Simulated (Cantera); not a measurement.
A closed system holds: 1 mol SiF4, a varied amount of C2H2, 5.1 mol H2, at 1475 K and 3.70 mbar.

Equilibrium computed with Cantera from the NASA thermochemical tables; the gas is ideal and each condensed phase is pure. Candidate condensed phases: C, C6H6, C7H8, C8H18, Si, SiC; 113 gas species. The tables' values for SiF3, SiF2 are old estimates; treat these amounts as uncertain. The numbers say what is thermodynamically allowed, not how fast it happens.

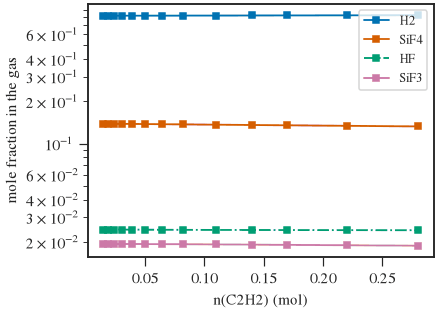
Equilibrium gas composition (values under 1e-9 drawn at 1e-9)

From 0.015 mol C2H2 to 0.082 mol C2H2 the condensed part is C(graphite). From 0.11 mol C2H2 to 0.28 mol C2H2 the condensed part is C(graphite) + SiC(s). The main Si-bearing gas is SiF4 throughout.
